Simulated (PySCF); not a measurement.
# B(NH3)H3: geometry, NMR shifts, electronic excitations, spin-spin couplings and core binding energies

Aim: predict the NMR shifts, electronic excitations, spin-spin couplings and core binding energies of B(NH3)H3 (`[H]B([H])([H])<-N`).

Computed with PySCF 2.14.0, with density-fitted response routines of our own, on a single molecule in the gas phase. Atoms are numbered from 0 throughout.

## (1) The molecule as given

8 atoms, charge 0, multiplicity 1; geometry from: GFN2-xTB.

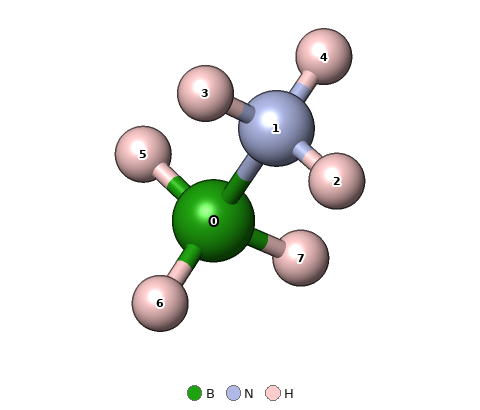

The starting geometry (boron green, nitrogen light blue, hydrogen pink), atoms numbered; sticks join atoms by distance.

## (2) Relaxing the molecule at PBE0-D3(BJ)/def2-SVP

Job settings and geometry (Å):

```
{"job": {"xc": "PBE0", "basis": "def2-SVP", "d3": "d3bj", "grid": 1, "maxiter": 40, "kind": "geom"}, "charge": 0, "multiplicity": 1}
B     -0.002200     0.002970    -0.830690
N      0.002130    -0.003040     0.827960
H     -0.956060     0.034440     1.153510
H      0.515830     0.807160     1.152720
H      0.449590    -0.854150     1.146140
H      1.143350    -0.032090    -1.152840
H     -0.545010     1.015160    -1.144860
H     -0.607620    -0.970450    -1.151930
```

**Question.** This job is followed by: GIAO PBE0/pcSseg-1 NMR shielding, non-relativistic, gas phase; TDDFT wB97X-D/def2-SVPD, vertical, gas phase, core orbitals frozen in the response; B3LYP/pcJ-1 indirect spin-spin coupling, non-relativistic, gas phase; GIAO KT2/pcSseg-1 NMR shielding, non-relativistic, gas phase; delta-SCF UKS SCAN, pcX-2 on the ionised atom (unc-x2c-TZVPall on a metal), pcseg-1 elsewhere, spin-free X2C. What will the session give for the following? point group; rotational constants (main isotopes); ¹H shifts against TMS (PBE0/pcSseg-1, means over atoms taken as alike); ¹¹B shifts against BF3·OEt2 (PBE0/pcSseg-1); ¹⁵N shifts against NH3 (PBE0/pcSseg-1); lowest singlet (wB97X-D/def2-SVPD); brightest single state of those computed; lowest triplet; largest coupling of the table (B3LYP/pcJ-1); B1s binding energies, SCAN/pcX-2; N1s binding energies, SCAN/pcX-2; range of the shift of N1.

The runs gave:

```
                                                              quantity                        value
                                                           point group                          C3v
                                  rotational constants (main isotopes)      72.70, 17.93, 17.93 GHz
¹H shifts against TMS (PBE0/pcSseg-1, means over atoms taken as alike)               2.44, 2.22 ppm
                           ¹¹B shifts against BF3·OEt2 (PBE0/pcSseg-1)                    -24.2 ppm
                                ¹⁵N shifts against NH3 (PBE0/pcSseg-1)                     40.3 ppm
                                    lowest singlet (wB97X-D/def2-SVPD)  6.86 eV (181 nm), f = 0.020
                              brightest single state of those computed  state 9, 9.28 eV, f = 0.126
                                                        lowest triplet                      6.80 eV
                           largest coupling of the table (B3LYP/pcJ-1)      ¹J(B,H) B0–H5, 110.8 Hz
                                      B1s binding energies, SCAN/pcX-2                 B0 193.92 eV
                                      N1s binding energies, SCAN/pcX-2                 N1 408.23 eV
                                              range of the shift of N1             40.3 to 42.7 ppm
```

Over 4 steps the energy fell by 0.060 eV; of the close pairs, B0–H7 changed most, 1.190 to 1.225 Å. No frequency check was run at this level, so the end point may be a saddle. At PBE0/pcSseg-1: The widest tensor belongs to B0: span 37 ppm, with a paramagnetic part of -64 ppm. The first singlet state (HOMO→LUMO 0.96) lies at 6.86 eV and is weak; of the 10 states computed, the strongest absorption comes from states 3 to 4 together at 8.55 eV. The lowest triplet lies 0.06 eV below the lowest singlet (triplets in Tamm-Dancoff, singlets in full TDDFT). In the run at B3LYP/pcJ-1, the largest coupling of the table is B0–H5 (mean over like pairs), 110.8 Hz, of which the Fermi-contact term gives 110.5 Hz. In ppm, N1 moves most: its shift spreads over 2.5 ppm, from 40.3 (PBE0/pcSseg-1) to 42.7 (KT2/pcSseg-1).
